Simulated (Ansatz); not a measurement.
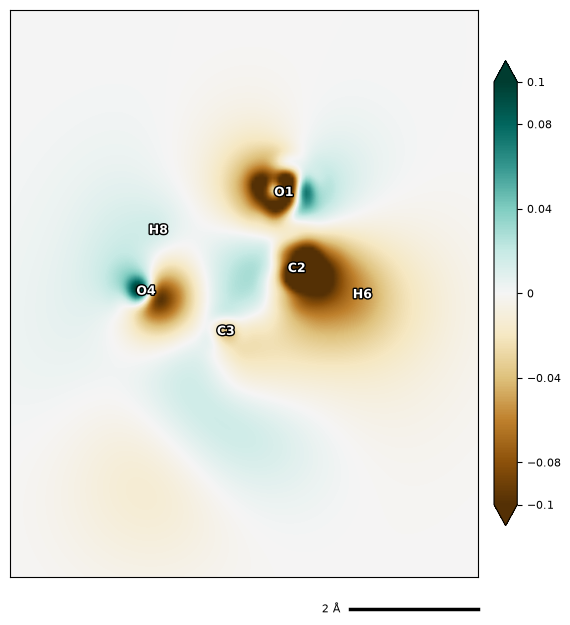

Figure 1: C2H6O2Si. The LUMO on the plane of atoms C3, O4 and H8 (values in Å⁻³ᐟ²; the overall sign is arbitrary).

Geometry: PBE0-D4/def2-TZVP.

These are results of RKS PBE0-D4/def2-TZVPP (Ansatz), not measurements.

Input

```
crystal:
  periodic: [false, false, false]
  atoms:
    - {symbol: O, position_ang: [-1.667991, -0.381341, 1.581450]}
    - {symbol: C, position_ang: [-0.525104, -0.066373, 1.356644]}
    - {symbol: C, position_ang: [0.202220, -0.580046, 0.169715]}
    - {symbol: O, position_ang: [-0.547140, -1.538201, -0.521874]}
    - {symbol: Si, position_ang: [0.621490, 0.852135, -1.034901]}
    - {symbol: H, position_ang: [0.027656, 0.628123, 2.017967]}
    - {symbol: H, position_ang: [1.161658, -0.994473, 0.520110]}
    - {symbol: H, position_ang: [-1.396837, -1.583961, -0.053455]}
    - {symbol: H, position_ang: [1.349972, 0.267584, -2.184799]}
    - {symbol: H, position_ang: [-0.643864, 1.485121, -1.478712]}
    - {symbol: H, position_ang: [1.483339, 1.854433, -0.351643]}
basis:
  gaussian: {orbitals: def2-TZVPP}
hamiltonian: {xc: pbe0, dispersion: d4}
output: {orbitals: {seedname: orbitals}}
```

Run with:

```sh
ansatz run in.yaml --threads 4 --pin off --events-out ev --progress --plain --max-ram 10444MiB
```

### Describe this orbital and give its energy.

Its weight (Hirshfeld) is mainly on C2 (about 40 %), O1 (about 30 %), Si5 (about 10 %) and C3 (about 10 %); π-antibonding (π*) across C2–O1. Its energy is −1.18 eV.
